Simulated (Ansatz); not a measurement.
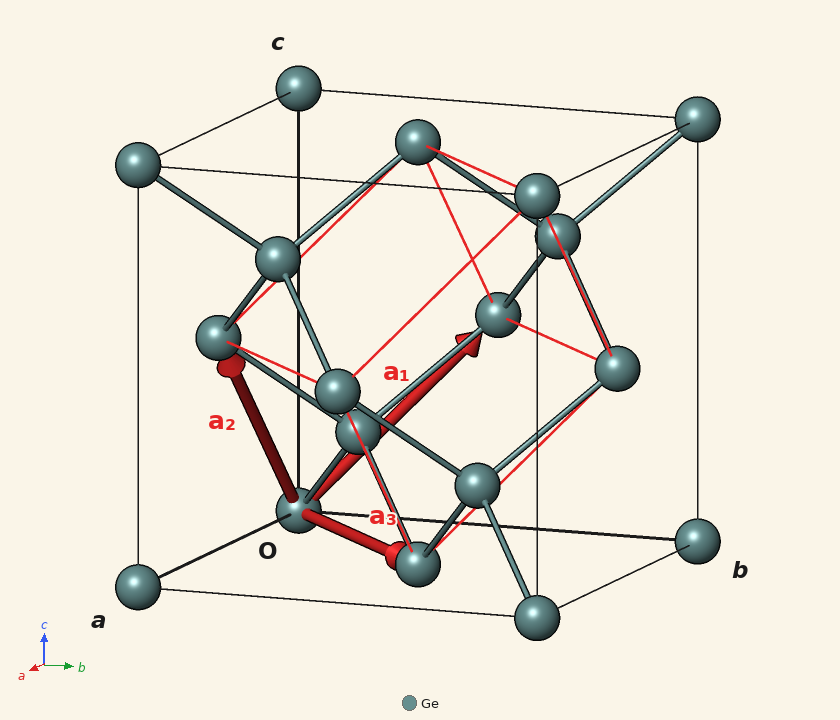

For Ge, the input geometry of an electronic-structure calculation (not necessarily at equilibrium): the conventional cell (thin) and a primitive cell (coloured, vectors a₁, a₂, a₃). Symmetry computed with spglib at a tolerance of 0.002 Å; standard conventional cell.

a = 5.760 Å, b = 5.760 Å, c = 5.760 Å, α = 90.00°, β = 90.00°, γ = 90.00°.

### What is the centring, and how are the primitive vectors built?

F, face-centred cubic, with lattice points at (0, 0, 0), (1/2, 1/2, 0), (1/2, 0, 1/2), (0, 1/2, 1/2). a₁ = 1/2 b + 1/2 c; a₂ = 1/2 a + 1/2 c; a₃ = 1/2 a + 1/2 b.

### Give the primitive cell's size and content.

Edges 4.073, 4.073, 4.073 Å; angles 60.00°, 60.00°, 60.00°; volume 47.77 Å³, 1/4 of the conventional cell; 2 of its 8 atoms.
